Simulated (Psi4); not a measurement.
# C2H3Al (AlH2(CCH)): levels of theory compared

We compute a comparison of 3 runs (CAM-B3LYP/pcseg-1, CCSD(T)/def2-SVPD) of C2H3Al (AlH2(CCH)). 

The calculation is run with Psi4 1.11.

1 further run of the same task is left out (it didn't finish).

**1. The system as given**

C2H3Al: 6 atoms, total charge 0, spin state singlet. SMILES: `[H][Al]([H])[C]#C`. Geometry: a GFN2-xTB relaxation, a rough one for these elements and not checked as a minimum.

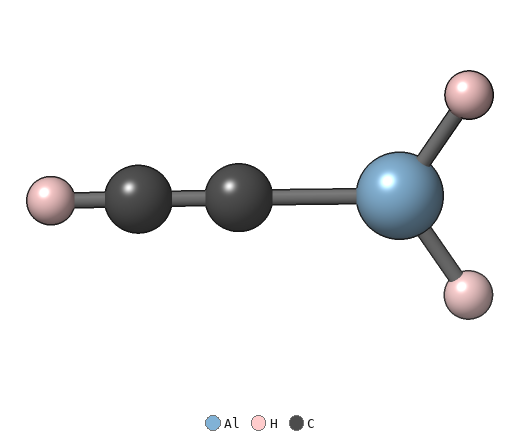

The structure, seen from a chosen angle (aluminium light blue, hydrogen pink, carbon dark grey).

**2. Energy and forces at CAM-B3LYP/pcseg-1 (run 1)**

input.inp

```
memory 1.6 GB

molecule geom {
  Al     0.636700     1.104060     0.008270
  H      2.184640     1.168380     0.055200
  H     -0.074300     2.481620    -0.025410
  C     -0.337220    -0.577860    -0.007010
  C     -0.942540    -1.629920    -0.012640
  H     -1.467290    -2.546290    -0.018410
  symmetry c1
}

set {
  basis pcseg-1
  puream true
  e_convergence 1e-09
  d_convergence 1e-08
  scf_type pk
  dft_radial_points 99
  dft_spherical_points 590
}

gradient('cam-b3lyp')
```

Run with:

```console
$ psi4 -i input.inp -o input.out -n 1
```

input.out:

```text
[...]
  Running in c1 symmetry.
[...]
  Nuclear repulsion =   68.903994349311347
[...]
  Multiplicity = 1
[...]
  Nalpha       = 14
  Nbeta        = 14
[...]
    Number of basis functions: 61
[...]
   @RKS iter   1:  -320.14889649055021   -8.54332e-01   8.09022e-03 DIIS/ADIIS
[...]
   @RKS iter  10:  -320.29877250338097   -8.52651e-12   4.73243e-09 DIIS
[...]
    Orbital Energies [Eh]
    ---------------------
    Doubly Occupied:
       1A    -56.108886     2A    -10.260054     3A    -10.235864
       4A     -4.223975     5A     -2.784887     6A     -2.776608
       7A     -2.776119     8A     -0.826647     9A     -0.621944
      10A     -0.522881    11A     -0.420443    12A     -0.378772
      13A     -0.356853    14A     -0.344760
[...]
  @RKS Final Energy:  -320.29877250338097
   => Energetics <=
    Nuclear Repulsion Energy =             68.9039943493113469
    One-Electron Energy =                -577.5196821821219828
    Two-Electron Energy =                 211.0066813231851768
    DFT Exchange-Correlation Energy =     -22.6897659937555289
    Empirical Dispersion Energy =           0.0000000000000000
    VV10 Nonlocal Energy =                  0.0000000000000000
    Total Energy =                       -320.2987725033810307
[...]
  -Total Gradient:
     Atom            X                  Y                   Z
    ------   -----------------  -----------------  -----------------
       1        0.006307774425     0.010650317295     0.000134094633
       2       -0.008213969336     0.004771319390    -0.000295011086
       3        0.008169623225    -0.004583971145     0.000288168410
       4       -0.004612473657    -0.008009088491    -0.000169620858
       5       -0.008549833770    -0.014714239381    -0.000018890675
       6        0.006899412287     0.011886507075     0.000061274161
[...]
```

It took 7.8 s on 1 thread of INTEL XEON PLATINUM 8581C at 2.30GHz (Emerald Rapids), shared host; peak memory 0.75 GiB.

**3. A single-point energy at CCSD(T)/def2-SVPD (density fitting with cc-pvqz-jkfit, density fitting for correlation) (run 2)**

c2h3al.py

```python
import psi4

psi4.set_memory(1600000000)
psi4.set_num_threads(1)
psi4.set_output_file('run.log', False)

geom = psi4.geometry("""
0 1
Al
H 1 1.549986
H 1 1.550589 2 114.9433
C 1 1.943607 2 122.45081 3 -179.99638
C 4 1.213785 2 154.60146 1 -179.58102
H 5 1.055997 2 161.61131 1 -179.81127
no_reorient
no_com
""")

options = {'basis': 'def2-SVPD', 'reference': 'rhf', 'scf_type': 'df', 'freeze_core': True, 'cc_type': 'df', 'df_basis_scf': 'cc-pvqz-jkfit', 'soscf': True}
psi4.set_options(options)

e_tot, wfn = psi4.energy("ccsd(t)", return_wfn=True)
print('E =', round(e_tot, 9))
for k, v in sorted(psi4.core.scalar_variables().items()):
    print(f'{k:45s} {v:18.10f}')
```

Run with:

```console
$ python c2h3al.py
```

run.log:

```text
[...]
  Running in c1 symmetry.
[...]
  Nuclear repulsion =   68.903999776577450
[...]
  Multiplicity = 1
[...]
  Nalpha       = 14
  Nbeta        = 14
[...]
    Number of basis functions: 88
[...]
   @DF-RHF iter   1:  -319.15427565971754   -1.15029e+00   3.06696e-03 ADIIS/DIIS
[...]
   @DF-RHF iter   7:  -319.20213701725754   -3.75167e-12   1.49001e-09 SOSCF, nmicro=conv
[...]
  @DF-RHF Final Energy:  -319.20213701725754
   => Energetics <=
    Nuclear Repulsion Energy =             68.9039997765774501
    One-Electron Energy =                -577.0371486811819750
    Two-Electron Energy =                 188.9310118873470117
    Total Energy =                       -319.2021370172575416
[...]
 Multipole Moments:
 ------------------------------------------------------------------------------------
     Multipole            Electronic (a.u.)      Nuclear  (a.u.)        Total (a.u.)
 ------------------------------------------------------------------------------------
 L = 1.  Multiply by 2.5417464519 to convert [e a0] to [Debye]
 Dipole X            :          0.0027680           -0.0040711           -0.0013031
 Dipole Y            :         -0.0948434           -0.1399540           -0.2347975
 Dipole Z            :         -0.0680810           -0.0796135           -0.1476945
 Magnitude           :                                                    0.2773900
[...]
      * MP2 total energy:                  -319.528981193693
[...]
      * CCSD total energy:                 -319.556824298684
[...]
      * CCSD(T) total energy                -319.572019593187
[...]
```

The script printed:

```text
E = -319.572019593
(T) CORRECTION ENERGY                              -0.0151952945
CC D1 DIAGNOSTIC                                    0.0282694645
CC T1 DIAGNOSTIC                                    0.0126001426
CCSD CORRELATION ENERGY                            -0.3546872814
CCSD DOUBLES ENERGY                                -0.3546872814
CCSD ITERATIONS                                    15.0000000000
CCSD OPPOSITE-SPIN CORRELATION ENERGY              -0.2925557762
CCSD SAME-SPIN CORRELATION ENERGY                  -0.0621315052
CCSD SINGLES ENERGY                                 0.0000000000
CCSD TOTAL ENERGY                                -319.5568242987
CCSD(T) CORRELATION ENERGY                         -0.3698825759
CCSD(T) TOTAL ENERGY                             -319.5720195932
CURRENT CORRELATION ENERGY                         -0.3698825759
CURRENT ENERGY                                   -319.5720195932
CURRENT REFERENCE ENERGY                         -319.2021370173
DD SOLVATION ENERGY                                 0.0000000000
HF KINETIC ENERGY                                 318.6332590878
HF POTENTIAL ENERGY                              -637.8353961051
HF TOTAL ENERGY                                  -319.2021370173
HF VIRIAL RATIO                                     2.0017853690
MP2 CORRELATION ENERGY                             -0.3268441764
MP2 DOUBLES ENERGY                                 -0.3268441764
MP2 OPPOSITE-SPIN CORRELATION ENERGY               -0.2549317961
MP2 SAME-SPIN CORRELATION ENERGY                   -0.0719123803
MP2 SINGLES ENERGY                                  0.0000000000
MP2 TOTAL ENERGY                                 -319.5289811937
NAUX (CC)                                         275.0000000000
NAUX (SCF)                                        513.0000000000
NUCLEAR REPULSION ENERGY                           68.9039997766
ONE-ELECTRON ENERGY                              -577.0371486812
PCM POLARIZATION ENERGY                             0.0000000000
PE ENERGY                                           0.0000000000
SCF ITERATION ENERGY                             -319.2021370173
SCF ITERATIONS                                      7.0000000000
SCF TOTAL ENERGY                                 -319.2021370173
TWO-ELECTRON ENERGY                               188.9310118873
```

It took 7.2 s on 1 thread of INTEL XEON PLATINUM 8581C at 2.30GHz (Emerald Rapids), shared host; peak memory 0.25 GiB.

**4. The energy at CCSD(T)/def2-SVPD (density fitting, density fitting for correlation) (run 3)**

c2h3al.in

```
memory 1600 MB

molecule system {
  Al
  H 1 R2
  H 1 R3 2 A3
  C 1 R4 2 A4 3 D4
  C 4 R5 2 A5 1 D5
  H 5 R6 2 A6 1 D6

  R2 = 1.549986
  R3 = 1.550589
  A3 = 114.9433
  R4 = 1.943607
  A4 = 122.45081
  D4 = -179.99638
  R5 = 1.213785
  A5 = 154.60146
  D5 = -179.58102
  R6 = 1.055997
  A6 = 161.61131
  D6 = -179.81127
  no_reorient
  no_com
}

set basis def2-SVPD
set reference rhf
set scf_type df
set freeze_core true
set cc_type df

E = energy("ccsd(t)")
print_variables()
```

Run with:

```console
$ psi4 c2h3al.in c2h3al.out -n 1
```

c2h3al.out:

```text
[...]
  Running in c1 symmetry.
[...]
  Nuclear repulsion =   68.903999776577450
[...]
  Multiplicity = 1
[...]
  Nalpha       = 14
  Nbeta        = 14
[...]
    Number of basis functions: 88
[...]
   @DF-RHF iter   1:  -319.15426004974267   -1.15032e+00   3.06782e-03 DIIS/ADIIS
[...]
   @DF-RHF iter  11:  -319.20213761866557   -2.10321e-12   2.54005e-09 DIIS
[...]
  @DF-RHF Final Energy:  -319.20213761866557
   => Energetics <=
    Nuclear Repulsion Energy =             68.9039997765774501
    One-Electron Energy =                -577.0370400980168597
    Two-Electron Energy =                 188.9309027027738352
    Total Energy =                       -319.2021376186655743
[...]
 Multipole Moments:
 ------------------------------------------------------------------------------------
     Multipole            Electronic (a.u.)      Nuclear  (a.u.)        Total (a.u.)
 ------------------------------------------------------------------------------------
 L = 1.  Multiply by 2.5417464519 to convert [e a0] to [Debye]
 Dipole X            :          0.0027650           -0.0040711           -0.0013061
 Dipole Y            :         -0.0948111           -0.1399540           -0.2347651
 Dipole Z            :         -0.0680575           -0.0796135           -0.1476710
 Magnitude           :                                                    0.2773501
[...]
      * MP2 total energy:                  -319.528942866957
[...]
      * CCSD total energy:                 -319.556777687880
[...]
      * CCSD(T) total energy                -319.571968544011
[...]
```

Run time: 6.9 s. Hardware: 1 thread of INTEL XEON PLATINUM 8581C at 2.30GHz (Emerald Rapids), shared host; peak memory 0.24 GiB.

**5. All runs side by side**

```csv
run,level,task,integrals,energy (Eh),HOMO energy (eV),LUMO energy (eV),HOMO–LUMO gap (eV),wall time
1,CAM-B3LYP/pcseg-1,gradient,pk,-320.298773,-9.38,-0.98,8.40,7.8 s
2,"CCSD(T)/def2-SVPD (density fitting with cc-pvqz-jkfit, density fitting for correlation)",energy,df,-319.572020,-10.82,1.00,11.82,7.2 s
3,"CCSD(T)/def2-SVPD (density fitting, density fitting for correlation)",energy,df,-319.571969,-10.82,1.00,11.82,6.9 s
```

**6. Results**

| quantity | value |
| --- | --- |
| run 3: total energy | -319.57197 Eh |
| run 3: HOMO energy (Hartree–Fock orbitals) | -10.82 eV |
| run 3: LUMO energy (Hartree–Fock orbitals) | 1.00 eV |
| run 3: HOMO–LUMO gap (Hartree–Fock orbitals) | 11.82 eV |
| run 3: correlation energy (7 core orbitals frozen) | -369.8 mEh |
| run 3: (T) correction | -15.19 mEh |
| run 3: T1 diagnostic | 0.013 |

All runs together took 22 s, the longest 7.8 s.
